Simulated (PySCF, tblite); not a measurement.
**C₅H₁₁FSi: geometry, infrared bands and NMR shifts**

What infrared bands and NMR shifts should C₅H₁₁FSi (`C/C=C(\F)[SiH2]CC`) show?

Programs: tblite 0.8.0 and PySCF 2.14.0, with density-fitted response routines of our own. Each step states its level of theory. These are calculated values for one molecule in the gas phase, unless marked as measured. Atoms count from 0, in the outputs and in this text.

## Step 1: The molecule as given

18 atoms, charge 0, multiplicity 1; geometry from: force field or distance geometry start.

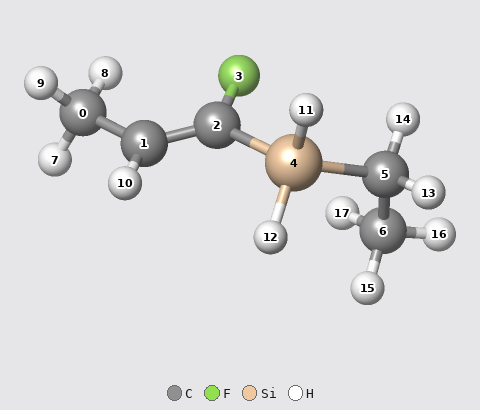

As it starts; carbon grey, fluorine green, silicon light orange, hydrogen white, atoms numbered.

## Step 2: Optimising the geometry with GFN2-xTB

What the job is given:

```
{"job": {"kind": "relax", "xc": "GFN2-xTB", "basis": "xTB"}, "charge": 0, "multiplicity": 1}
C      3.215500     0.260900    -0.486600
C      1.997100    -0.249700     0.221300
C      0.817400    -0.453000    -0.347400
F      0.676900    -0.152600    -1.676200
Si    -0.700000    -1.086800     0.510700
C     -2.269100    -0.310200    -0.178000
C     -2.375100     1.204300    -0.019400
H      3.553300     1.196900    -0.012600
H      3.016400     0.465400    -1.541600
H      4.013700    -0.469600    -0.421300
H      2.138500    -0.476600     1.285800
H     -0.781800    -2.564400     0.351500
H     -0.611300    -0.800300     1.970900
H     -3.117800    -0.778000     0.318600
H     -2.348400    -0.549700    -1.237700
H     -2.340400     1.496900     1.051100
H     -3.325000     1.557500    -0.426200
H     -1.568700     1.715500    -0.541300
```

Launch:

```
$ OMP_NUM_THREADS=1 python probes_run.py task.json out
```

The driver reads the jobs from task.json and runs them one after another.

The log of the run:

```text
step      E/eV     max force
  0    -618.66181    1.300
  1    -618.70323    0.503
  2    -618.71378    0.238
  3    -618.71754    0.194
  4    -618.72140    0.137
  5    -618.72428    0.106
  6    -618.72589    0.114
  7    -618.72749    0.107
  8    -618.72897    0.083
  9    -618.72989    0.067
 10    -618.73035    0.049
 11    -618.73068    0.046
 12    -618.73099    0.046
 13    -618.73125    0.048
 14    -618.73144    0.037
 15    -618.73162    0.035
 16    -618.73181    0.039
 17    -618.73198    0.034
 18    -618.73211    0.027
 19    -618.73224    0.029
 20    -618.73240    0.034
 21    -618.73258    0.039
 22    -618.73277    0.037
 23    -618.73296    0.039
 24    -618.73321    0.044
 25    -618.73350    0.052
 26    -618.73377    0.042
 27    -618.73394    0.025
 28    -618.73403    0.023
 29    -618.73411    0.023
 30    -618.73420    0.025
 31    -618.73429    0.027
 32    -618.73440    0.039
 33    -618.73453    0.040
 34    -618.73470    0.034
 35    -618.73485    0.035
 36    -618.73497    0.022
 37    -618.73505    0.026
 38    -618.73513    0.024
 39    -618.73522    0.025
 40    -618.73534    0.027
 41    -618.73547    0.033
 42    -618.73562    0.037
 43    -618.73579    0.030
 44    -618.73601    0.035
 45    -618.73627    0.039
 46    -618.73653    0.041
 47    -618.73675    0.035
 48    -618.73692    0.033
 49    -618.73710    0.034
 50    -618.73734    0.043
 51    -618.73764    0.053
 52    -618.73789    0.039
 53    -618.73806    0.029
 54    -618.73819    0.023
 55    -618.73830    0.028
 56    -618.73840    0.024
 57    -618.73846    0.017
 58    -618.73850    0.019
 59    -618.73854    0.020
 60    -618.73860    0.026
 61    -618.73868    0.026
 62    -618.73878    0.023
 63    -618.73887    0.028
 64    -618.73898    0.028
 65    -618.73912    0.033
 66    -618.73927    0.037
 67    -618.73940    0.025
 68    -618.73948    0.024
 69    -618.73958    0.027
 70    -618.73973    0.034
 71    -618.73994    0.033
 72    -618.74013    0.038
 73    -618.74029    0.037
 74    -618.74042    0.031
 75    -618.74058    0.031
 76    -618.74075    0.032
 77    -618.74086    0.023
 78    -618.74094    0.022
 79    -618.74101    0.021
 80    -618.74114    0.034
 81    -618.74132    0.042
 82    -618.74151    0.036
 83    -618.74167    0.029
 84    -618.74182    0.030
 85    -618.74202    0.028
 86    -618.74228    0.042
 87    -618.74255    0.041
 88    -618.74282    0.052
 89    -618.74310    0.042
 90    -618.74347    0.051
 91    -618.74387    0.046
 92    -618.74423    0.035
 93    -618.74445    0.046
 94    -618.74455    0.052
 95    -618.74482    0.032
 96    -618.74515    0.024
 97    -618.74557    0.032
 98    -618.74584    0.035
 99    -618.74600    0.043
100    -618.74621    0.040
101    -618.74651    0.031
102    -618.74674    0.038
103    -618.74692    0.034
104    -618.74704    0.028
105    -618.74715    0.021
106    -618.74726    0.023
107    -618.74736    0.015
108    -618.74740    0.013
109    -618.74742    0.014
110    -618.74745    0.015
111    -618.74749    0.019
112    -618.74753    0.020
113    -618.74758    0.015
114    -618.74763    0.015
115    -618.74767    0.013
116    -618.74770    0.012
117    -618.74772    0.010
118    -618.74773    0.008
```

Wall time 1.2 s (1 thread of Arm Neoverse N1, shared host); peak memory 0.18 GiB.

Relaxation path: (not every step is listed)

```
step  energy from step 0 (eV)  largest force (eV/Å)
   0                   0.0000                1.3003
   1                  -0.0414                0.5034
   2                  -0.0520                0.2376
   3                  -0.0557                0.1938
   4                  -0.0596                0.1366
   5                  -0.0625                0.1055
   6                  -0.0641                0.1141
   7                  -0.0657                0.1068
   8                  -0.0672                0.0830
  18                  -0.0703                0.0275
  28                  -0.0722                0.0226
  38                  -0.0733                0.0241
  48                  -0.0751                0.0329
  58                  -0.0767                0.0188
  68                  -0.0777                0.0241
  78                  -0.0791                0.0224
  88                  -0.0810                0.0516
  98                  -0.0840                0.0348
 108                  -0.0856                0.0127
 113                  -0.0858                0.0145
 114                  -0.0858                0.0152
 115                  -0.0859                0.0128
 116                  -0.0859                0.0122
 117                  -0.0859                0.0100
 118                  -0.0859                0.0078
```

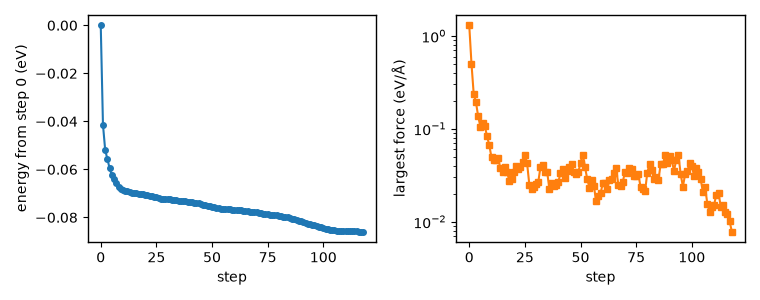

Energy and force, step by step.

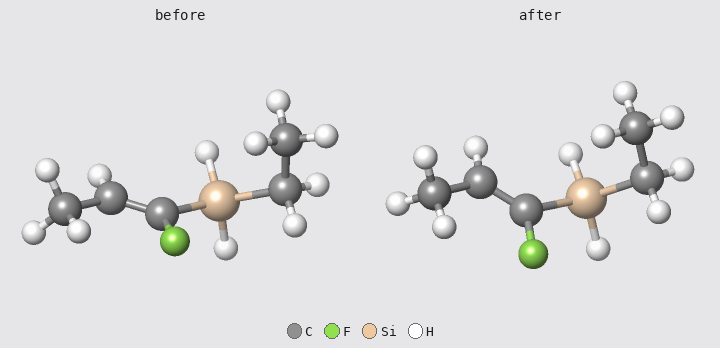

Before and after, at one scale.

Close pairs (by a distance rule), those that changed most:

```csv
bond,before (Å),after (Å),change (Å)
C2–Si4,1.855,1.894,+0.039
Si4–H12,1.491,1.467,-0.024
Si4–C5,1.881,1.905,+0.024
Si4–H11,1.488,1.466,-0.023
C6–H15,1.110,1.088,-0.022
C1–H10,1.098,1.080,-0.018
C0–H7,1.102,1.090,-0.013
C0–C1,1.499,1.492,-0.007
```

The end geometry stands in the next job.

## Step 3: Vibrational analysis with GFN2-xTB

What the job is given:

```
{"job": {"kind": "ir", "xc": "GFN2-xTB", "basis": "xTB"}, "charge": 0, "multiplicity": 1}
C      3.046593     0.421387    -0.488440
C      1.825160    -0.071683     0.211799
C      0.790476    -0.679068    -0.355242
F      0.816689    -0.880856    -1.707705
Si    -0.791437    -1.316698     0.468428
C     -2.253248    -0.274007    -0.168473
C     -2.073938     1.222830     0.071775
H      3.198346     1.479822    -0.278450
H      2.960837     0.279695    -1.562626
H      3.924156    -0.117536    -0.130589
H      1.782084     0.076301     1.280480
H     -0.977372    -2.722171     0.096478
H     -0.613170    -1.162414     1.916004
H     -3.175270    -0.605342     0.312447
H     -2.384922    -0.446997    -1.238587
H     -1.956263     1.433337     1.132829
H     -2.936696     1.779026    -0.292142
H     -1.190785     1.590692    -0.446262
```

The log of the run:

```text
mode    cm-1     km/mol
  1      21.3      1.90
  2      48.4      0.13
  3      89.9      0.30
  4     129.8      0.04
  5     176.5      0.73
  6     193.7      1.80
  7     227.4      0.31
  8     264.2      2.48
  9     296.2      6.12
 10     422.5     17.74
 11     454.7     31.41
 12     497.7     62.15
 13     581.6      8.91
 14     661.7     63.19
 15     702.2     74.08
 16     721.1     11.39
 17     754.0    248.59
 18     772.4    258.24
 19     824.4      0.74
 20     980.1     20.97
 21     994.3     77.57
 22    1020.1      5.01
 23    1027.3      0.66
 24    1063.0     37.69
 25    1074.7      8.89
 26    1139.8     16.66
 27    1239.8      3.93
 28    1263.7     11.90
 29    1288.7      4.69
 30    1399.3      5.06
 31    1419.5      0.38
 32    1471.1      6.53
 33    1477.2      5.97
 34    1479.9      1.05
 35    1508.0      1.51
 36    1511.5      3.13
 37    1691.0     48.47
 38    2236.8    343.36
 39    2246.2    286.31
 40    2966.8     38.51
 41    2981.3     25.91
 42    2994.6     24.49
 43    3010.4     31.93
 44    3013.2     51.17
 45    3025.8     50.20
 46    3033.3     21.95
 47    3051.2      6.66
 48    3085.7     39.14
```

Wall time 0.93 s (1 thread of Arm Neoverse N1, shared host); peak memory 0.18 GiB.

The strongest bands and the atoms that carry them (share of the mass-weighted mode):

```csv
cm⁻¹,km/mol,atoms
498,62.1,"H11 26 %, C2 22 %, Si4 19 %, H12 17 %"
662,63.2,"H12 31 %, H11 25 %, C5 19 %, H13 12 %"
702,74.1,"C1 18 %, F3 17 %, C2 11 %, C5 11 %"
754,248.6,"H12 31 %, H11 31 %, Si4 18 %"
772,258.2,"H12 26 %, H11 23 %, Si4 12 %"
994,77.6,"H10 19 %, C0 15 %, H9 13 %, C2 13 %"
2237,343.4,H12 95 %
2246,286.3,H11 95 %
```

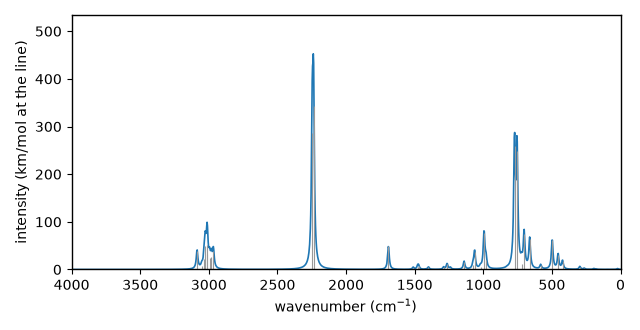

The infrared spectrum from these modes, unscaled. Lines are broadened to a width of 14 cm⁻¹ (Lorentzian).

## Step 4: Nuclear shieldings: PBE0/pcSseg-1

The job, as its differences from that of step 3:

```diff
@@ -1,2 +1,2 @@
-{"job": {"kind": "ir", "xc": "GFN2-xTB", "basis": "xTB"}, "charge": 0, "multiplicity": 1}
+{"job": {"kind": "nmr", "xc": "PBE0", "basis": "pcSseg-1"}, "charge": 0, "multiplicity": 1}
 C      3.046593     0.421387    -0.488440
```

With the program's defaults for keys left out, this is: GIAO PBE0/pcSseg-1 NMR shielding, non-relativistic, gas phase.

The log of the run:

```text
coarse grid: 14960 points
cycle   1  E = -585.8538970156  dE =  4.886e-01  |g| = 5.428e-01  |ddm| = 3.631e+00
cycle   2  E = -585.8221700728  dE =  3.173e-02  |g| = 6.932e-01  |ddm| = 8.976e-01
cycle   3  E = -585.9164774572  dE = -9.431e-02  |g| = 7.633e-02  |ddm| = 5.234e-01
cycle   4  E = -585.9174643918  dE = -9.869e-04  |g| = 3.373e-02  |ddm| = 8.035e-02
cycle   5  E = -585.9177221461  dE = -2.578e-04  |g| = 7.021e-03  |ddm| = 3.115e-02
cycle   6  E = -585.9177300670  dE = -7.921e-06  |g| = 4.171e-03  |ddm| = 9.312e-03
cycle   7  E = -585.9177342651  dE = -4.198e-06  |g| = 5.502e-04  |ddm| = 3.621e-03
final grid: 138664 points
cycle   8  E = -585.9662343212  dE = -3.507e-05  |g| = 8.743e-03  |ddm| = 2.498e-02
cycle   9  E = -585.9662242499  dE =  1.007e-05  |g| = 1.123e-02  |ddm| = 1.546e-02
cycle  10  E = -585.9662528965  dE = -2.865e-05  |g| = 1.275e-03  |ddm| = 8.766e-03
cycle  11  E = -585.9662531687  dE = -2.721e-07  |g| = 2.952e-04  |ddm| = 1.218e-03
cycle  12  E = -585.9662531841  dE = -1.543e-08  |g| = 1.095e-04  |ddm| = 3.030e-04
cycle  13  E = -585.9662531868  dE = -2.715e-09  |g| = 3.308e-05  |ddm| = 1.024e-04
cycle  14  E = -585.9662531871  dE = -2.545e-10  |g| = 7.900e-06  |ddm| = 3.364e-05
converged SCF energy = -585.9662531871

GIAO shielding tensors (ppm)
atom      isotropic    diamagn.    paramagn.     s11        s22        s33       span
  0 C      174.376     246.025     -71.649    154.664    184.156    184.309     29.645
  1 C       56.968     259.484    -202.516    -66.851     87.668    150.088    216.938
  2 C       15.282     257.454    -242.172    -76.201     51.747     70.300    146.502
  3 F      291.352     477.107    -185.754    162.316    274.514    437.227    274.911
  4 Si     392.607     881.614    -489.007    360.479    396.831    420.511     60.033
  5 C      181.311     252.678     -71.368    174.395    181.173    188.365     13.970
  6 C      175.660     248.543     -72.883    168.853    171.707    186.420     17.567
  7 H       30.225      28.402       1.823     25.757     27.999     36.919     11.162
  8 H       28.994      29.477      -0.483     24.325     29.894     32.764      8.440
  9 H       30.169      26.494       3.675     25.684     27.525     37.297     11.613
 10 H       26.246      34.685      -8.439     23.892     24.527     30.320      6.428
 11 H       27.147      29.442      -2.295     23.784     25.234     32.425      8.641
 12 H       27.618      30.878      -3.260     24.364     26.441     32.049      7.684
 13 H       31.002      29.558       1.444     25.950     28.823     38.234     12.285
 14 H       30.647      31.539      -0.892     26.639     28.347     36.955     10.317
 15 H       30.866      31.372      -0.506     26.794     28.737     37.069     10.275
 16 H       30.282      28.837       1.445     25.127     27.690     38.028     12.901
 17 H       30.519      32.890      -2.370     25.464     30.263     35.832     10.368
```

Wall time 53 s (1 thread of Arm Neoverse N1, shared host); peak memory 0.82 GiB.

Shifts follow as δ = σ(reference) − σ, with reference shieldings (ppm) from runs at the same level and on the same kind of geometry: ¹H TMS 31.72, ¹³C TMS 186.9, ²⁹Si TMS 349.2, ¹⁹F CFCl3 170.9. The references are single molecules in the gas phase, so shifts against H2O, NH3, PH3, H3PO4 or CFCl3 are not on the usual liquid scales and can be off by tens of ppm. Atoms listed in one row are averaged.

```
        atoms                           environment  σ (ppm)  δ (ppm)  δ scaled to CDCl3
           C2       fully substituted alkene carbon     15.3    171.6              165.6
           C1                             alkene CH     57.0    130.0              124.9
           C0                 allylic methyl carbon    174.4     12.5               10.3
           C6                         methyl carbon    175.7     11.3                9.1
           C5                  sp3 CH2 bonded to Si    181.3      5.6                3.6
          H10              hydrogen on an alkene CH    26.25     5.47               5.26
     H11, H12   hydrogen on a silicon bonded to 2 C    27.38     4.33                  –
   H7, H8, H9  hydrogen on an allylic methyl carbon    29.80     1.92               1.92
H15, H16, H17           hydrogen on a methyl carbon    30.56     1.16               1.20
     H13, H14   hydrogen on an sp3 CH2 bonded to Si    30.82     0.89               0.95
           F3                      vinylic fluorine    291.4   -120.4                  –
          Si4            silicon bonded to 2 C, 2 H    392.6    -43.4                  –
```

The scaled column applies a straight-line fit of computed shieldings to shifts measured in CDCl3, and one for carbons that bear F (root-mean-square error 0.16 ppm for H, 1.9 ppm for C).

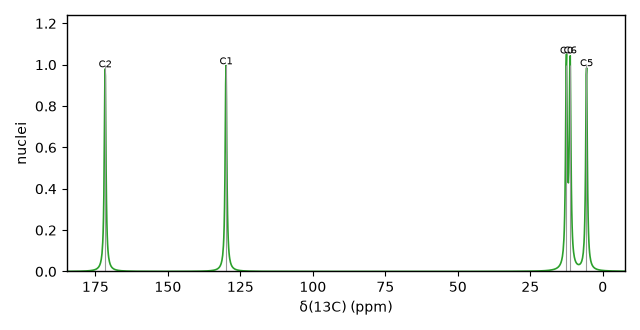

¹³C lines at the computed shifts, without couplings. Lines are broadened to a width of 0.66 ppm (Lorentzian).

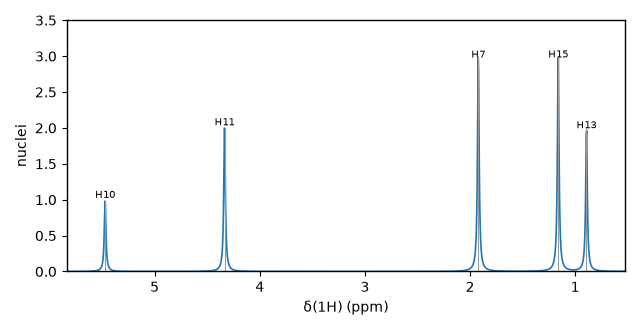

¹H lines at the computed shifts, without couplings. Lines are broadened to a width of 0.02 ppm (Lorentzian).

Charges from the same density, by scheme (e):

```
atoms  Mulliken    IAO  Hirshfeld  ESP fit
   C0     -0.21  -0.43      -0.12    -0.27
   C1     -0.30  -0.18      -0.06    -0.08
   C2      0.02   0.00      -0.02    -0.01
   F3     -0.30  -0.29      -0.10    -0.14
  Si4      0.67   0.75       0.34     0.19
   C5     -0.57  -0.53      -0.15     0.09
   C6     -0.29  -0.41      -0.12    -0.23
```

ESP fit charges:

C0 -0.27; C1 -0.08; C2 -0.01; F3 -0.14; Si4 0.19; C5 0.09; C6 -0.23; H7 0.10; H8 0.10; H9 0.10; H10 0.10; H11 -0.07; H12 -0.06; H13 0.00; H14 0.00; H15 0.05; H16 0.06; H17 0.06

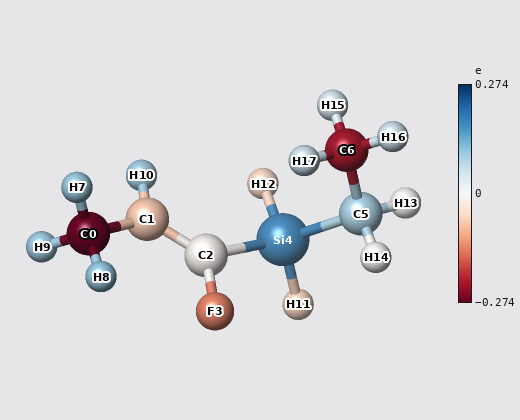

ESP fit charges, as colours on the atoms.

Mayer bond orders: C0–C1 1.05, C1–C2 1.81, C2–F3 0.87, C2–Si4 0.86, Si4–C5 0.93, C5–C6 1.05.

Orbitals, density, ELF and potential are computed afterwards from the orbital file.

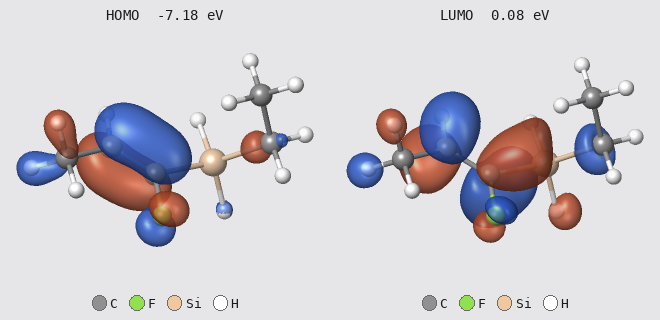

PBE0/pcSseg-1 orbitals near the gap, drawn at the value that encloses 70 % of each; the two colours are the two signs.

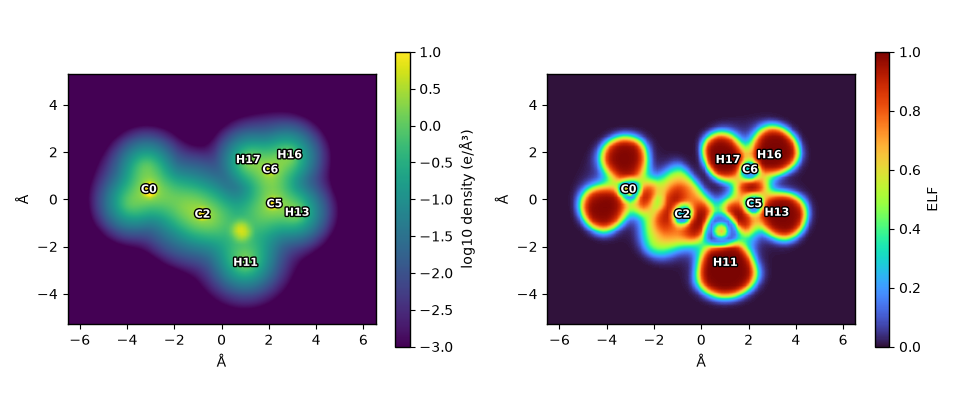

Density (left) and ELF (right) in a plane through or near 8 of the atoms.

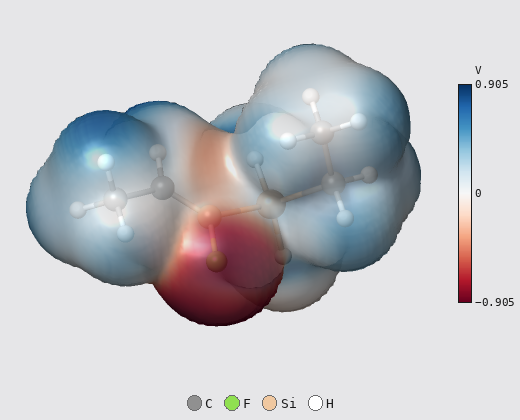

The potential that a unit positive charge feels on the 0.002 e/bohr³ surface, from -0.91 V near F3 to 0.85 V near H10.

## Step 5: Results

```
                                                              quantity                              value
                             strongest single infrared mode (GFN2-xTB)              2237 cm⁻¹, 343 km/mol
                                          zero-point energy (GFN2-xTB)                      89.4 kcal/mol
                                ¹³C shifts against TMS (PBE0/pcSseg-1)  171.6, 130.0, 12.5, 11.3, 5.6 ppm
¹H shifts against TMS (PBE0/pcSseg-1, means over atoms taken as alike)   5.47, 4.33, 1.92, 1.16, 0.89 ppm
                              ¹⁹F shifts against CFCl3 (PBE0/pcSseg-1)                         -120.4 ppm
                               ²⁹Si shifts against TMS (PBE0/pcSseg-1)                          -43.4 ppm
                                 surface potential, least and greatest                 -0.91 V and 0.85 V
```

What this shows: Relaxing lowered the energy by 0.086 eV in 118 steps; the close pair that moved most is C2–Si4, from 1.855 to 1.894 Å. No mode is imaginary among the 48: a minimum at this level. The strongest single mode, at 2237 cm⁻¹, moves mainly H12. Unscaled tight-binding wavenumbers are off by several per cent, some by more. Its intensities can rank the bands wrongly. H10 (hydrogen on an alkene CH) lies farthest downfield among hydrogen, at 5.47 ppm; attached to an sp2 carbon and in the plane of the double bond. At PBE0/pcSseg-1: The largest span, 275 ppm, is at F3, where the paramagnetic term is -186 ppm.
